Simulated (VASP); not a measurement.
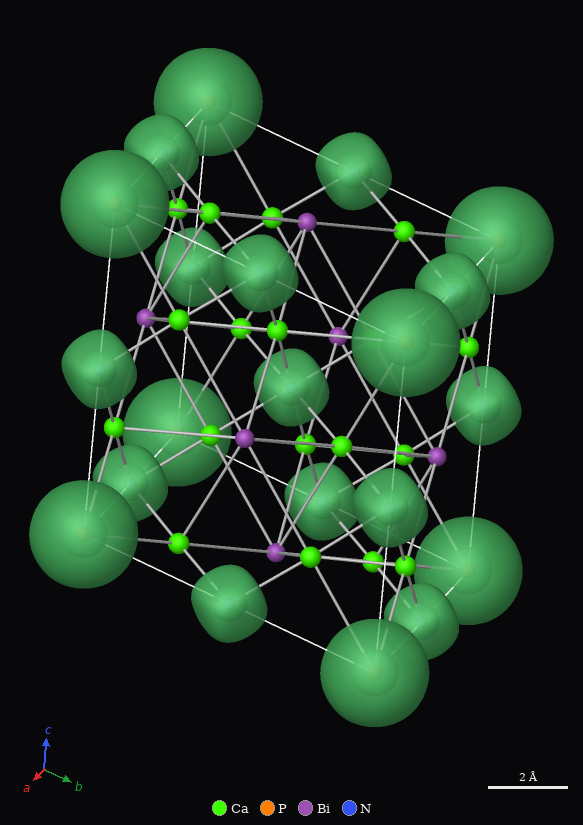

Figure. Ca$_{12}$Bi$_{3}$PN$_{4}$ (cell with a defect). Isosurface of the ELF at 0.75 (green), seen slightly off an axis. Core shells and regions of very low density are left out. Sticks mark near contacts.

Level of theory: Kohn-Sham DFT of a periodic cell, PBE, VASP PAW PBE potentials, recommended (VASP).

In a PAW calculation such maps are meaningful between the atoms, not at the nuclei.

> What do the ELF domains correspond to?

The ELF exceeds this value in four regions wrapped around N (the valence shell of each) and one region wrapped around P (its valence shell), counted in one cell of 20 atoms. Regions shared between cells count once.

Values along the shortest contacts:
Ca–N (2.44 Å): the ELF peaks at about 0.85 in the valence shell of N, 0.7 Å from its nucleus, and is about 0.15 at the midpoint; a largely ionic contact. Ca–P (3.42 Å): the ELF peaks at about 0.85 in the valence shell of P, 0.9 Å from its nucleus, and drops to about 0.05 between the two atoms.

> Does the calculation give a band gap?

It is gapped, with a Kohn–Sham gap of 0.50 eV on the k-point mesh (the band edges may lie off the mesh, which would make the gap smaller).
